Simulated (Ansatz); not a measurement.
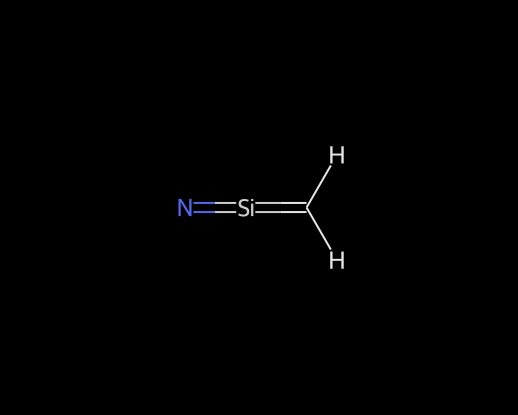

State: neutral, doublet. The geometry was computed by an optimisation with PBE0-D4/def2-TZVP. No frequency run is at hand to confirm it as a minimum. Level of theory: UKS PBE0-D4/def2-TZVP (Ansatz 0.2.0).

What does the calculation give?

The species is CH₂NSi (`C=[Si]=[N]`).
- dipole moment: 3.92 D
- ⟨S²⟩ of the determinant: 0.828
